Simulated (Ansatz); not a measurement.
AlTl (space group F-43m, No. 216): coordinates from a relaxation with Ansatz 0.2.0, DFT PBE, scalar-relativistic, plane waves, PAW; the starting structure was generated, so it need not be a known form of this composition.

```
CELL_PARAMETERS angstrom
6.40463 0.00000 0.00000
0.00000 6.40463 0.00000
0.00000 0.00000 6.40463
ATOMIC_POSITIONS crystal
Al 0.00000 0.00000 0.00000
Tl 0.25000 0.25000 0.25000
Al 0.00000 0.50000 0.50000
Tl 0.25000 0.75000 0.75000
Al 0.50000 0.00000 0.50000
Tl 0.75000 0.25000 0.75000
Al 0.50000 0.50000 0.00000
Tl 0.75000 0.75000 0.25000
```

Bonds are taken as Al–Tl below 3.1 Å. The graph is simplified in the usual way: terminal and isolated atoms are pruned, two-connected atoms become edges.

What net does this leave?

The result is a uninodal 4-connected, three-periodic net: Al and Tl are 4-connected nodes. It is the dia net, known from diamond, zinc blende and cristobalite. It is a single net, without interpenetration.

| node | links | point symbol | coordination sequence |
| --- | --- | --- | --- |
| Al and Tl | 4 | 6^6 | 4 12 24 42 64 |

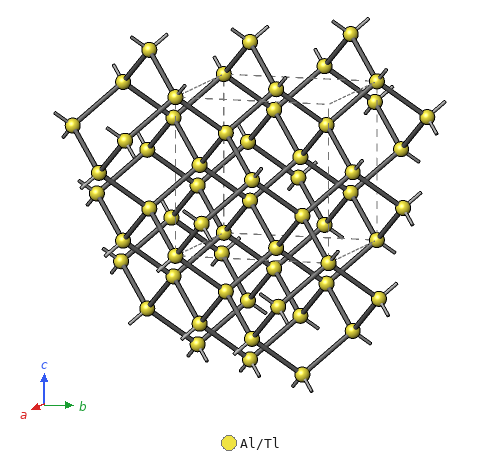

Nodes are coloured by topological kind. Edges to nodes outside the piece are drawn as stubs.
